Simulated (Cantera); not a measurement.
Charge: 1 mol B2O3, 5.8 mol O2, held at 1527 °C.

Equilibrium computed with Cantera from the NASA thermochemical tables; the gas is ideal and each condensed phase is pure. Candidate condensed phases: B, B2O3; 10 gas species. Equilibrium is a limit: real reactors are often held back by kinetics, nucleation or transport.

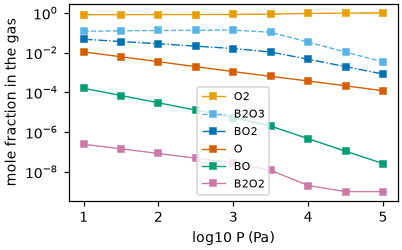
Fig. 1. Equilibrium gas composition (values under 1e-9 drawn at 1e-9)

From 0.0750 Torr to 7.50 Torr nothing is condensed. From 24.0 Torr to 750 Torr the condensed part is B2O3(l). The main B-bearing gas is B2O3 throughout.
